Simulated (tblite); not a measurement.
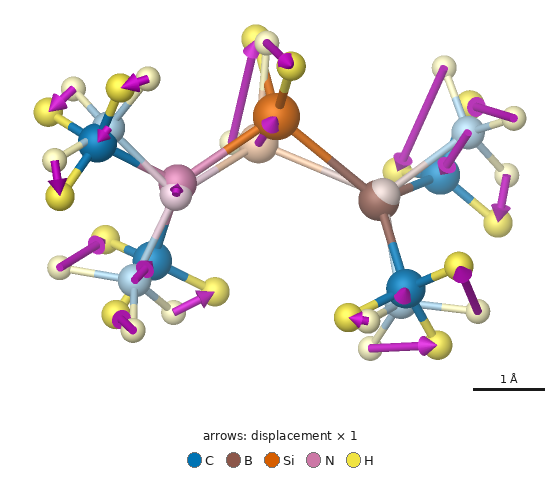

This is a relaxation of C$_{4}$H$_{14}$BNSi. The starting structure is drawn faded, the final one solid; purple arrows show the displacements, at their true length. The two geometries are superimposed by the best rigid fit.

A ball-and-stick model, seen at a tilt.

These are results of GFN2-xTB geometry optimisation, gas phase (tblite 0.8.0), not measurements. 

Q: Atoms of which element are displaced furthest, and by how much?

A: Hydrogen: up to 2.00 Å, against 1.05 Å for carbon.

Q: What happened in the run?

A: The largest move after the best rigid fit is that of an H atom, 2.00 Å. By element the largest moves are H 2.00 Å, C 1.05 Å, Si 0.80 Å, N 0.19 Å, B 0.10 Å. Some distances before and after: B–Si 1.934 → 1.966 Å, H–Si 1.460 → 1.491 Å, N–Si 1.763 → 1.733 Å, B–C 1.604 → 1.576 Å. Among the angles between lasting bonds that change: B–Si–H 105.9° → 115.3°, Si–N–C 112.2° → 120.7°, B–C–H 107.2° → 115.1°. Groups turn about B–C by about 80°, B–Si by about 75°, B–C by about 50°. The energy falls by 0.607 eV in 251 geometry steps.
